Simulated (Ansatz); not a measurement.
# CsBiSe3 (model cell, started as cubic perovskite with Bi in the octahedra): following an unstable mode, part 2 of 3

Aim: this structure of CsBiSe3 (model cell, started as cubic perovskite with Bi in the octahedra) is to be tested for unstable modes, and one is followed downhill.

Ansatz 0.2.0; DFT PBE, scalar-relativistic, plane waves, PAW; PAW set soft_1.

So far, highest frequency on the path or at a solved wavevector (cm⁻¹): step 2 (response at finite wavevector) 146. Also lowest frequency on the path (cm⁻¹): step 2 -58.6.

The structure was built from a prototype and need not be the compound's stable phase.

### Step 5. Energy along the mode, all amplitudes (two of the runs are shown above)

An imaginary frequency means negative curvature, so the energy should fall and then rise again as anharmonic terms take over.

Numbers from this step:

```yaml
depth_at_the_lowest_point_sampled: 12.71 meV/atom
largest_atomic_shift_at_that_point: 0.6 Å
```

Energy from the parent against largest atomic shift:

| largest atomic shift (Å) | energy from the parent (meV/atom) |
| --- | --- |
| 0.000 | 0 |
| 0.040 | -0.169 |
| 0.080 | -0.673 |
| 0.140 | -2.01 |
| 0.220 | -4.66 |
| 0.320 | -8.49 |
| 0.450 | -12.3 |
| 0.600 | -12.7 |

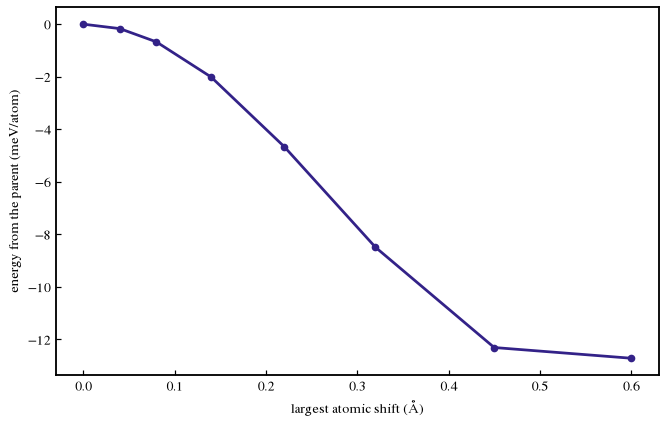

Energy from the parent against largest atomic shift.

Displacement at unit largest shift by atom:

| atom | x (Å) | y (Å) | z (Å) | size |
| --- | --- | --- | --- | --- |
| Cs1 | 0.000 | 0.095 | 0.095 | 0.134 |
| Cs2 | 0.000 | -0.095 | -0.095 | 0.134 |
| Bi3 | 0.000 | 0.114 | 0.114 | 0.161 |
| Bi4 | 0.000 | -0.114 | -0.114 | 0.161 |
| Se5 | 0.000 | 0.000 | 0.000 | 0.000 |
| Se6 | 0.000 | 0.000 | 0.000 | 0.000 |
| Se7 | 0.000 | 0.000 | 0.000 | 0.000 |
| Se8 | 0.000 | 0.000 | 0.000 | 0.000 |
| Se9 | 0.000 | -0.707 | -0.707 | 1.000 |
| Se10 | 0.000 | 0.707 | 0.707 | 1.000 |

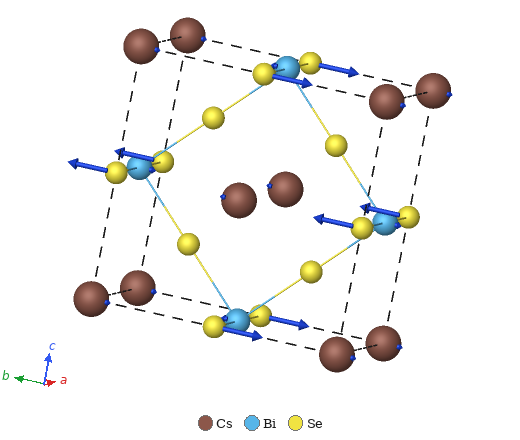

Displacement at unit largest shift as arrows, the longest 1.000 Å. Some periodic images of atoms are drawn too.

The lowest of the steps tried is the last one, at 0.6 Å, 12.7 meV/atom below the parent; the bottom of the well need not coincide with a step.

### Step 6. Relaxing from the distorted cell

Starting from the lowest point found, all atoms and the cell are let go, so that strain and other modes of the same symmetry can join in.

input.yaml

```yaml
crystal:
  lattice:
    - [-5.6457865512, 0.0, 0.0]
    - [0.0, -5.6457865512, -5.6457865512]
    - [0.0, -5.6457865512, 5.6457865512]
  atoms:
    - { symbol: Cs, position: [1.0, 0.9899223039, 0.0] }
    - { symbol: Cs, position: [1.0, 0.5100776961, 0.5] }
    - { symbol: Bi, position: [0.5, -0.012078813, 0.5] }
    - { symbol: Bi, position: [0.5, 0.512078813, 0.0] }
    - { symbol: Se, position: [0.5, 0.25, 0.25] }
    - { symbol: Se, position: [0.5, 0.75, 0.75] }
    - { symbol: Se, position: [0.5, 0.75, 0.25] }
    - { symbol: Se, position: [0.5, 0.25, 0.75] }
    - { symbol: Se, position: [1.0, 0.075147026, 0.5] }
    - { symbol: Se, position: [1.0, 0.424852974, 0.0] }
kpoints:
  mp_grid: { grid: [6, 6, 6] }
hamiltonian:
  xc: pbe
  pseudopotentials: { kind: paw, azcp: { folder: soft_1 } }
scf:
  occupations: { method: methfessel_paxton, width: 0.2 }
output:
  forces: true
  stress: true
  eigenvalues: true
relax:
  adjacent_minimum: "off"
  f_tol: 0.002
  max_steps: 120
  cell: { stress_tol: 0.03 }
```

Launch:

```bash
$ ansatz run input.yaml --threads 4 --pin off --max-ram 16384MiB --backend cpu --events-out ev --progress --plain --runs-dir out
```

Numbers of over 12 decimals in the logs are rounded to 6 here.

The log of the run:

```text
[...]
Crystal: 10 atoms, lattice volume = 359.918 Å³
Basis set: ecut = 420 eV, 7107 PW (Γ), exchange–correlation on 80×108×108 points (8 copies of the dense FFT grid, shifted against one another)
Bands: 87, of which v1, the nominal top of the filled ones, is band 72 counted from 1 (71 counted from 0)
Symmetry: 8 space group operations
[...]
k-points: 64 of 216
[...]
SCF iter   1: F=—  HF=-68960.991818 eV  |F-HF|=—  |Δ(HF+E_count)|=         —  Δρ=2.91e-2  dr2=8.19e0  ethr=3.10e-3  ⟨swp⟩=7.2  Hψ=22451  notcnv=0
[...]
SCF iter  10: F=-68957.798119 eV  HF=-68957.798119 eV  |F-HF|=1.56e-8  |Δ(HF+E_count)|=   1.68e-8  S|Δr|=    0.00e0  Δρ=1.30e-6  dr2=1.82e-8  ethr=6.94e-11  ⟨swp⟩=4.0  Hψ=16784  notcnv=0
SCF 1 converged in 10 iterations: F = -68957.798119 eV  dr2 = 1.82e-8
[...]
relax step   1: F+E_penalty+E_count = -68957.79811926 eV  Δ(F+E_penalty+E_count) = +0.000e0 eV  max|allowed force component| = 1.792e-1 eV/Å  Δτ_max = 0.0000 Å  P = -0.159 GPa  Ω = 359.918 Å³  (10 SCF iters, dr2 threshold 1.00e-7 eV, accepted)
Crystal: 10 atoms, lattice volume = 357.214 Å³
Basis set: ecut = 420 eV, 6963 PW (Γ), exchange–correlation on 80×108×108 points (8 copies of the dense FFT grid, shifted against one another)
[...]
SCF iter   8: F=-68957.979232 eV  HF=-68957.979232 eV  |F-HF|=4.92e-7  |Δ(HF+E_count)|=   6.22e-7  S|Δr|=    0.00e0  Δρ=6.90e-6  dr2=5.58e-7  ethr=6.94e-10  ⟨swp⟩=8.7  Hψ=27755  notcnv=0
SCF 2 converged in 8 iterations: F = -68957.979232 eV  dr2 = 5.58e-7
relax step   2: F+E_penalty+E_count = -68957.97923194 eV  Δ(F+E_penalty+E_count) = -1.811e-1 eV  max|allowed force component| = 9.327e-2 eV/Å  Δτ_max = 0.0870 Å  P = -0.184 GPa  Ω = 357.214 Å³  energy of the carried Pulay correction = +9.568e-5 eV  (8 SCF iters, dr2 threshold 1.00e-6 eV, accepted)
Crystal: 10 atoms, lattice volume = 350.563 Å³
Basis set: ecut = 420 eV, 6843 PW (Γ), exchange–correlation on 80×108×108 points (8 copies of the dense FFT grid, shifted against one another)
[...]
SCF iter   9: F=-68958.176538 eV  HF=-68958.176538 eV  |F-HF|=1.50e-7  |Δ(HF+E_count)|=   1.08e-7  S|Δr|=    0.00e0  Δρ=4.47e-6  dr2=1.99e-7  ethr=6.94e-10  ⟨swp⟩=4.8  Hψ=20174  notcnv=0
SCF 3 converged in 9 iterations: F = -68958.176538 eV  dr2 = 1.99e-7
relax step   3: F+E_penalty+E_count = -68958.17653759 eV  Δ(F+E_penalty+E_count) = -1.973e-1 eV  max|allowed force component| = 1.632e-1 eV/Å  Δτ_max = 0.1953 Å  P = +0.048 GPa  Ω = 350.563 Å³  energy of the carried Pulay correction = +3.341e-4 eV  (9 SCF iters, dr2 threshold 1.00e-6 eV, accepted)
[... from here on, the SCF cycles and remarks between the steps are left out ...]
relax step   4: F+E_penalty+E_count = -68958.38532370 eV  Δ(F+E_penalty+E_count) = -2.088e-1 eV  max|allowed force component| = 1.191e-1 eV/Å  Δτ_max = 0.1950 Å  P = -0.107 GPa  Ω = 346.872 Å³  energy of the carried Pulay correction = +4.684e-4 eV  (8 SCF iters, dr2 threshold 1.00e-6 eV, accepted)
relax step   5: F+E_penalty+E_count = -68958.58598587 eV  Δ(F+E_penalty+E_count) = -2.007e-1 eV  max|allowed force component| = 4.652e-2 eV/Å  Δτ_max = 0.1977 Å  P = +0.039 GPa  Ω = 338.243 Å³  energy of the carried Pulay correction = +7.878e-4 eV  (8 SCF iters, dr2 threshold 1.00e-6 eV, accepted)
relax step   6: F+E_penalty+E_count = -68958.67243226 eV  Δ(F+E_penalty+E_count) = -8.645e-2 eV  max|allowed force component| = 2.009e-1 eV/Å  Δτ_max = 0.0828 Å  P = +0.186 GPa  Ω = 332.904 Å³  energy of the carried Pulay correction = +9.894e-4 eV  (7 SCF iters, dr2 threshold 1.00e-6 eV, accepted)
relax step   7: F+E_penalty+E_count = -68958.54846126 eV  Δ(F+E_penalty+E_count) = +1.240e-1 eV  max|allowed force component| = 4.369e-1 eV/Å  Δτ_max = 0.1918 Å  P = +0.930 GPa  Ω = 325.900 Å³  energy of the carried Pulay correction = +1.259e-3 eV  (7 SCF iters, dr2 threshold 1.00e-6 eV, rejected (line search))
relax step   8: F+E_penalty+E_count = -68958.61923086 eV  Δ(F+E_penalty+E_count) = +5.320e-2 eV  max|allowed force component| = 3.082e-1 eV/Å  Δτ_max = 0.0867 Å  P = -0.450 GPa  Ω = 335.416 Å³  energy of the carried Pulay correction = +8.942e-4 eV  (11 SCF iters, rejected (line search))
relax step   9: F+E_penalty+E_count = -68958.66683301 eV  Δ(F+E_penalty+E_count) = +5.599e-3 eV  max|allowed force component| = 2.176e-1 eV/Å  Δτ_max = 0.0368 Å  P = +0.560 GPa  Ω = 330.074 Å³  energy of the carried Pulay correction = +1.098e-3 eV  (10 SCF iters, rejected (line search))
relax step  10: F+E_penalty+E_count = -68958.68856400 eV  Δ(F+E_penalty+E_count) = -1.613e-2 eV  max|allowed force component| = 4.816e-2 eV/Å  Δτ_max = 0.0219 Å  P = +0.041 GPa  Ω = 333.844 Å³  energy of the carried Pulay correction = +9.537e-4 eV  (9 SCF iters, accepted)
relax step  11: F+E_penalty+E_count = -68958.69154333 eV  Δ(F+E_penalty+E_count) = -2.979e-3 eV  max|allowed force component| = 4.794e-2 eV/Å  Δτ_max = 0.0347 Å  P = -0.207 GPa  Ω = 336.330 Å³  energy of the carried Pulay correction = +8.597e-4 eV  (7 SCF iters, dr2 threshold 1.45e-7 eV, accepted)
relax step  12: F+E_penalty+E_count = -68958.69457642 eV  Δ(F+E_penalty+E_count) = -3.033e-3 eV  max|allowed force component| = 3.618e-3 eV/Å  Δτ_max = 0.0116 Å  P = -0.018 GPa  Ω = 334.108 Å³  energy of the carried Pulay correction = +9.437e-4 eV  (6 SCF iters, dr2 threshold 1.60e-7 eV, accepted)
relax step  13: F+E_penalty+E_count = -68958.69466299 eV  Δ(F+E_penalty+E_count) = -8.656e-5 eV  max|allowed force component| = 1.714e-3 eV/Å  Δτ_max = 0.0010 Å  P = -0.010 GPa  Ω = 333.899 Å³  energy of the carried Pulay correction = +9.516e-4 eV  (5 SCF iters, dr2 threshold 3.79e-9 eV, accepted)
relax step  14: F+E_penalty+E_count = -68958.69880784 eV  Δ(F+E_penalty+E_count) = -4.145e-3 eV  max|allowed force component| = 1.771e-3 eV/Å  Δτ_max = 0.0000 Å  P = +0.019 GPa  Ω = 333.899 Å³  stress off target by 6.97e-2 GPa  SCF on the basis re-selected at this cell (its energy is not comparable with the rows above)  (8 SCF iters)
relax step  15: F+E_penalty+E_count = -68958.69900336 eV  Δ(F+E_penalty+E_count) = -1.955e-4 eV  max|allowed force component| = 3.366e-4 eV/Å  Δτ_max = 0.0042 Å  P = +0.003 GPa  Ω = 333.903 Å³  energy of the carried Pulay correction = -1.540e-7 eV  (6 SCF iters, dr2 threshold 1.21e-8 eV, accepted)
[...]
SCF iter   5: F=-68958.699004 eV  HF=-68958.699004 eV  |F-HF|=1.46e-11  |Δ(HF+E_count)|=  1.46e-11  S|Δr|=    0.00e0  Δρ=4.89e-8  dr2=1.44e-11  ethr=1.00e-12  ⟨swp⟩=6.6  Hψ=22706  notcnv=0
SCF 16 converged in 5 iterations: F = -68958.699004 eV  dr2 = 1.44e-11
relax step  16: F+E_penalty+E_count = -68958.69900353 eV  Δ(F+E_penalty+E_count) = -1.731e-7 eV  max|allowed force component| = 3.424e-4 eV/Å  Δτ_max = 0.0000 Å  P = +0.003 GPa  Ω = 333.903 Å³  stress off target by 1.02e-2 GPa  SCF on the basis re-selected at this cell (its energy is not comparable with the rows above)  (5 SCF iters)
[...]
SCF converged after 5 iterations
[...]
Free energy (F): -68958.699004 eV
[...]
Internal energy: -68958.700429 eV  (E = F + TS)
E sigma→0 (E₀):  -68958.699360 eV
Entropy (-TS):   0.001425 eV (0.143 meV/atom)
Fermi energy:    6.628353 eV
[...]
--- Forces (eV/Å), atoms counted from 1 ---
  atom   1  Cs     0.00000000     0.00014115     0.00014115
  atom   2  Cs     0.00000000    -0.00014115    -0.00014115
  atom   3  Bi    -0.00000000     0.00034240     0.00034240
  atom   4  Bi     0.00000000    -0.00034240    -0.00034240
  atom   5  Se     0.00000000     0.00000000     0.00000000
  atom   6  Se    -0.00000000     0.00000000     0.00000000
  atom   7  Se     0.00000000     0.00000000     0.00000000
  atom   8  Se    -0.00000000     0.00000000     0.00000000
  atom   9  Se    -0.00000000     0.00020938     0.00020938
  atom  10  Se     0.00000000    -0.00020938    -0.00020938
  max |Σ_I F_I| component: 3.55e-30 eV/Å
--- Stress (GPa, compression-positive) ---
       -0.002918       0.000000       0.000000
        0.000000       0.005387       0.004818
        0.000000       0.004818       0.005387
  P = ⅓ Tr σ = 0.0026 GPa (0.026 kbar)
--- Band table (eV; the first three rows and the last of 64) ---
  k-point 0: bands = [... 68 lower, 5.6095, 5.8464, 6.1789, 6.7405, 6.8973, 6.9362, 7.2049, 7.5212, ... 11 higher]
  k-point 1: bands = [... 68 lower, 5.6547, 5.7949, 6.0030, 6.5674, 6.8445, 7.0212, 7.3897, 7.8571, ... 11 higher]
  k-point 2: bands = [... 68 lower, 5.6561, 5.7708, 5.8499, 6.5135, 6.5880, 6.7417, 8.1217, 8.3656, ... 11 higher]
  k-point 63: bands = [... 68 lower, 5.4895, 5.4895, 6.6403, 6.6403, 7.2010, 7.2010, 8.3951, 8.3951, ... 11 higher]
--- Relaxed structure (14 steps of the walk, 11 accepted, 2 SCFs on fresh bases) ---
  F+E_penalty+E_count = -68958.69900353 eV   max|allowed force component| = 3.424e-4 eV/Å   (the final SCF, on the basis selected at the relaxed cell)
  cell:  # Å, volume = 333.9032 Å³
    - [-4.563865, 0, 0]
    - [0, -6.476227, -6.476227]
    - [0, -5.648534, 5.648534]
  atoms:
    - { symbol: Cs, position: [1.0, 0.963877, 0.0] }
    - { symbol: Cs, position: [1.0, 0.536123, 0.500000] }
    - { symbol: Bi, position: [0.5, -0.034001, 0.5] }
    - { symbol: Bi, position: [0.5, 0.534001, 0.0] }
    - { symbol: Se, position: [0.5, 0.25, 0.25] }
    - { symbol: Se, position: [0.5, 0.75, 0.75] }
    - { symbol: Se, position: [0.5, 0.750000, 0.250000] }
    - { symbol: Se, position: [0.5, 0.25, 0.75] }
    - { symbol: Se, position: [1.0, 0.165922, 0.5] }
    - { symbol: Se, position: [1.0, 0.334078, 0.0] }
```

It took 12 min on 4 threads of Arm Neoverse V1, shared host; peak memory 1.9 GiB.

Relaxation path:

| step | energy less that of the first step (eV) | largest force component (eV/Å) | pressure (GPa) | volume (Å³) |
| --- | --- | --- | --- | --- |
| 1 | 0.0000 | 0.1792 | -0.16 | 359.92 |
| 2 | -0.1811 | 0.0933 | -0.18 | 357.21 |
| 3 | -0.3784 | 0.1632 | 0.05 | 350.56 |
| 4 | -0.5872 | 0.1191 | -0.11 | 346.87 |
| 5 | -0.7879 | 0.0465 | 0.04 | 338.24 |
| 6 | -0.8743 | 0.2009 | 0.19 | 332.90 |
| 7 | -0.7503 | 0.4369 | 0.93 | 325.90 |
| 8 | -0.8211 | 0.3082 | -0.45 | 335.42 |
| 9 | -0.8687 | 0.2176 | 0.56 | 330.07 |
| 10 | -0.8904 | 0.0482 | 0.04 | 333.84 |
| 11 | -0.8934 | 0.0479 | -0.21 | 336.33 |
| 12 | -0.8965 | 0.0036 | -0.02 | 334.11 |
| 13 | -0.8965 | 0.0017 | -0.01 | 333.90 |
| 14* | -0.9007 | 0.0018 | 0.02 | 333.90 |
| 15 | -0.9009 | 0.0003 | 0.00 | 333.90 |
| 16* | -0.9009 | 0.0003 | 0.00 | 333.90 |

Relaxation steps marked * repeat the geometry before them on a plane-wave basis chosen anew for their cell, so energy and pressure can jump there. Relaxation steps 7, 8, 9 were tried and not accepted.

The run keeps the 8 symmetry operations that it works with, so distortions that break them were not tested.

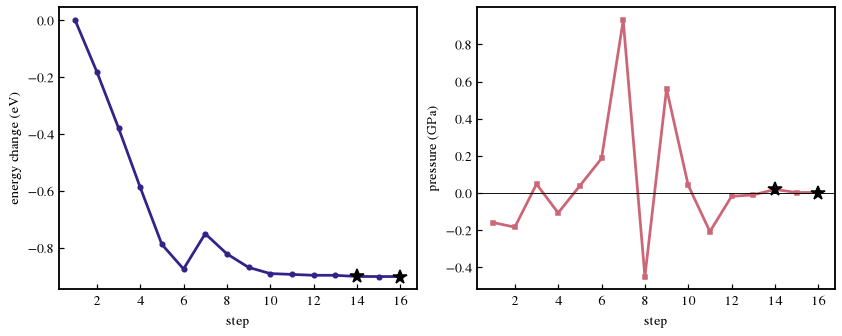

Energy and pressure along the relaxation. Stars mark steps on a basis chosen anew.

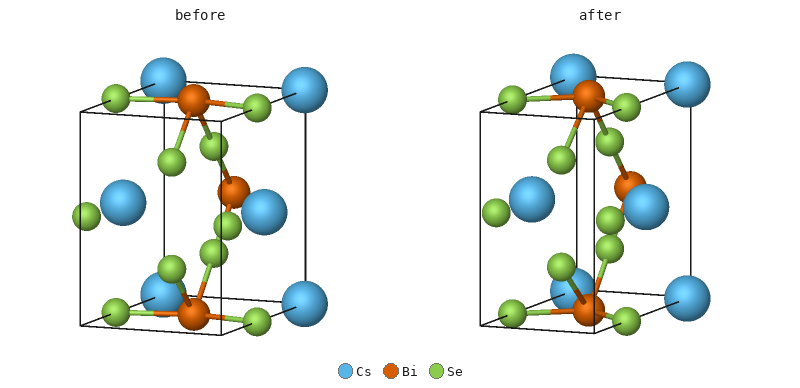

Before and after, at one scale.

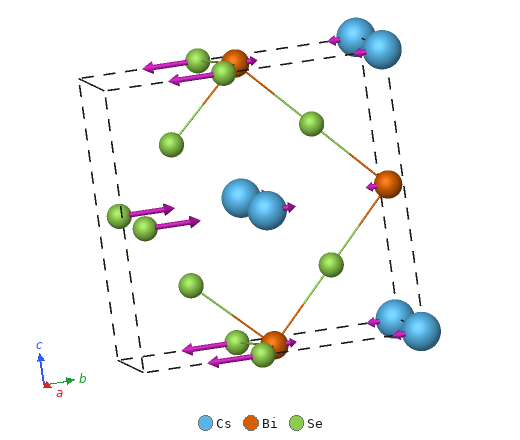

Displacements in the relaxation, exaggerated, measured against the changing cell; the longest in the cell stands for 0.83 Å. Some periodic images of atoms are drawn too.

| cell as run | before | after | change |
| --- | --- | --- | --- |
| a (Å) | 5.646 | 4.564 | -19.2 % |
| b (Å) | 7.984 | 9.159 | +14.7 % |
| c (Å) | 7.984 | 7.988 | +0.0 % |
| volume (Å³/atom) | 35.99 | 33.39 | -7.2 % |

The atoms that moved most (Å, as changes of fractional coordinates times the final cell):

| atom | dx | dy | dz | length |
| --- | --- | --- | --- | --- |
| Se10 | 0.000 | 0.588 | 0.588 | 0.831 |
| Se9 | 0.000 | -0.588 | -0.588 | 0.831 |
| Cs1 | 0.000 | 0.169 | 0.169 | 0.239 |
| Cs2 | 0.000 | -0.169 | -0.169 | 0.239 |
| Bi3 | 0.000 | 0.142 | 0.142 | 0.201 |
| Bi4 | 0.000 | -0.142 | -0.142 | 0.201 |

This step gave:

```yaml
pressure: 0.002619 GPa
volume_per_atom: 33.39 Å³
```

The distorted start has space group Pmma; the relaxation ends in Pmma.

### Step 7. The new phase in its own primitive cell

The relaxed structure is symmetrised, reduced to its primitive cell and relaxed tightly, as its phonons need.

input.yaml, the sections that differ from step 6:

```yaml
crystal:
  lattice:
    - [7.9882337249, 0.0, 0.0]
    - [0.0, 4.5638649534, 0.0]
    - [0.0, 0.0, 9.1587680545]
  atoms:
    - { symbol: Cs, position: [0.75, 0.0, 0.7138766109] }
    - { symbol: Cs, position: [0.25, 0.0, 0.2861233891] }
    - { symbol: Bi, position: [0.25, 0.5, 0.7159992598] }
    - { symbol: Bi, position: [0.75, 0.5, 0.2840007402] }
    - { symbol: Se, position: [0.5, 0.5, 0.0] }
    - { symbol: Se, position: [0.0, 0.5, 0.5] }
    - { symbol: Se, position: [0.5, 0.5, 0.5] }
    - { symbol: Se, position: [0.0, 0.5, 0.0] }
    - { symbol: Se, position: [0.25, 0.0, 0.915922163] }
    - { symbol: Se, position: [0.75, 0.0, 0.084077837] }
kpoints:
  mp_grid: { grid: [6, 8, 4] }
relax:
  adjacent_minimum: "off"
  f_tol: 0.001
  max_steps: 60
  cell: { stress_tol: 0.01 }
# hamiltonian, scf, output: as in step 6
```

The log of the run:

```text
[...]
Crystal: 10 atoms, lattice volume = 333.903 Å³
Basis set: ecut = 420 eV, 6587 PW (Γ), exchange–correlation on 108×64×128 points (8 copies of the dense FFT grid, shifted against one another)
Bands: 87, of which v1, the nominal top of the filled ones, is band 72 counted from 1 (71 counted from 0)
Symmetry: 8 space group operations
[...]
k-points: 60 of 192
[...]
- { symbol: Cs, position: [0.250000, 1.482844192779121e-19, 0.287454] }
    - { symbol: Bi, position: [0.250000, 0.5, 0.717573] }
    - { symbol: Bi, position: [0.750000, 0.5, 0.282427] }
    - { symbol: Se, position: [0.500000, 0.5, 0] }
    - { symbol: Se, position: [0, 0.5, 0.5] }
    - { symbol: Se, position: [0.500000, 0.5, 0.5] }
    - { symbol: Se, position: [0, 0.5, 0] }
    - { symbol: Se, position: [0.250000, 0, 0.916605] }
    - { symbol: Se, position: [0.750000, 0, 0.083395] }
[key lines of the parts left out:]
SCF converged after 7 iterations
Free energy (F): -68958.715598 eV
Fermi energy:    6.599355 eV
P = ⅓ Tr σ = 0.0004 GPa (0.004 kbar)
```

Wall time 3.4 min (4 threads); peak memory 1.7 GiB.

Step by step:

| step | energy less that of the first step (eV) | largest force component (eV/Å) | pressure (GPa) | volume (Å³) |
| --- | --- | --- | --- | --- |
| 1 | 0.0000 | 0.0286 | 0.00 | 333.90 |
| 2 | -0.0008 | 0.0082 | -0.01 | 333.95 |
| 3 | -0.0012 | 0.0122 | 0.03 | 333.88 |
| 4 | -0.0012 | 0.0117 | 0.00 | 334.11 |
| 5 | -0.0012 | 0.0063 | -0.02 | 334.20 |
| 6 | -0.0012 | 0.0008 | 0.00 | 334.09 |
| 7* | -0.0012 | 0.0008 | 0.00 | 334.09 |

Relaxation steps marked * repeat the geometry before them on a plane-wave basis chosen anew for their cell, so energy and pressure can jump there. Relaxation step 5 was tried and not accepted.

Forces are held to the 8 operations that the run works with; a distortion that breaks them can't arise in this run.

| conventional cell, symmetrised | before | after | change |
| --- | --- | --- | --- |
| a (Å) | 7.988 | 7.978 | -0.1 % |
| b (Å) | 4.564 | 4.590 | +0.6 % |
| c (Å) | 9.159 | 9.123 | -0.4 % |
| volume (Å³/atom) | 33.39 | 33.41 | +0.1 % |

The atoms that moved most (Å, as changes of fractional coordinates times the final cell):

| atom | dx | dy | dz | length |
| --- | --- | --- | --- | --- |
| Bi3 | 0.000 | 0.000 | 0.014 | 0.014 |
| Bi4 | 0.000 | 0.000 | -0.014 | 0.014 |
| Cs2 | 0.000 | 0.000 | 0.012 | 0.012 |
| Cs1 | 0.000 | 0.000 | -0.012 | 0.012 |
| Se9 | 0.000 | 0.000 | 0.006 | 0.006 |
| Se10 | 0.000 | 0.000 | -0.006 | 0.006 |

This step gave:

- pressure: 3.52e-4 GPa
- volume per atom: 33.41 Å³

The largest force component left is 0.79 meV/Å and the pressure is 0.000 GPa, within the tolerances set. The cell now holds 33.41 Å³/atom.

(Part 2 of 3 ends here.)

[Logs are printed without paths, hosts, clocks, repeated set-up lines and the standing remarks that a program may print on its own settings, such as how far it seeks lower states.]

[Hosts, paths, dates, database ids (printed as entryN), source tags and the programs' standing remarks are cut or masked in the printed files.]
